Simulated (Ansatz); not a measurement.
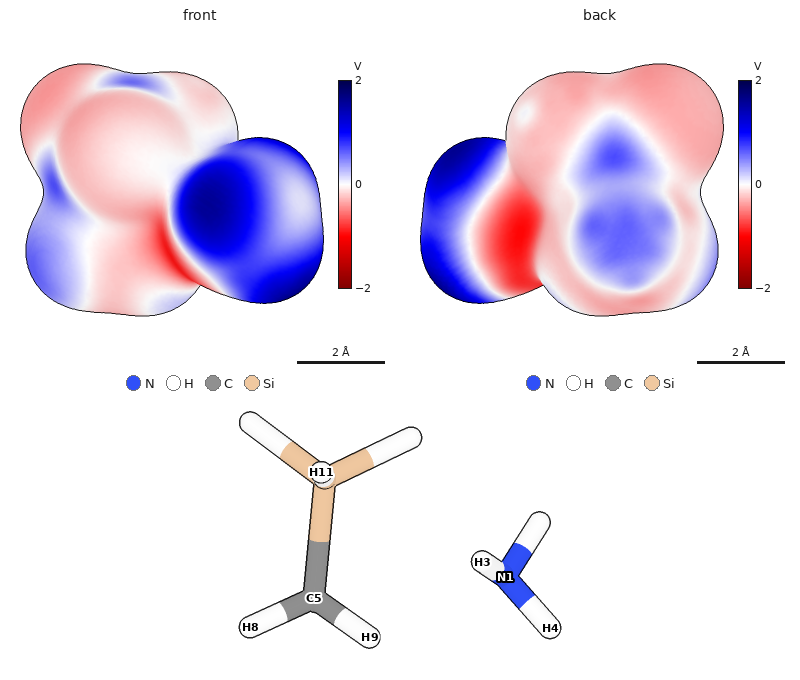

Figure. NH3···CH6Si (SMILES N.C[SiH3]). The molecular electrostatic potential painted on the density surface at 0.002 e/bohr³, seen from the front and from behind; red is negative and blue positive. The bare structure is drawn below in the same view.

Geometry: PBE0-D4/def2-TZVP.

Method: RKS PBE0-D4/def2-TZVPPD (Ansatz).

Input file:

```
crystal:
  periodic: [false, false, false]
  atoms:
    - {symbol: N, position_ang: [-0.314463, 0.490888, -2.057656]}
    - {symbol: H, position_ang: [-1.128732, 1.065584, -1.877451]}
    - {symbol: H, position_ang: [0.467978, 1.119740, -2.191665]}
    - {symbol: H, position_ang: [-0.472047, 0.015503, -2.937876]}
    - {symbol: C, position_ang: [0.316776, -1.299045, 0.920864]}
    - {symbol: Si, position_ang: [0.061051, 0.507883, 1.311836]}
    - {symbol: H, position_ang: [-0.417853, -1.918403, 1.440402]}
    - {symbol: H, position_ang: [1.313484, -1.626695, 1.224915]}
    - {symbol: H, position_ang: [0.207333, -1.443810, -0.155201]}
    - {symbol: H, position_ang: [-1.299407, 0.968335, 0.920537]}
    - {symbol: H, position_ang: [1.063173, 1.367714, 0.624683]}
    - {symbol: H, position_ang: [0.202610, 0.752407, 2.776614]}
basis:
  gaussian: {orbitals: "def2-TZVPPD.json"}
hamiltonian: {xc: pbe0, dispersion: d4}
output: {orbitals: {seedname: orbitals}}
```

Command:

```sh
ansatz run in.yaml --threads 4 --pin off --events-out ev --progress --plain --max-ram 9574MiB
```

Where is the surface potential most negative and most positive?

The most negative region (about −0.9 V) lies over N1, the most positive (about +1.6 V) over H2, H3 and H4.
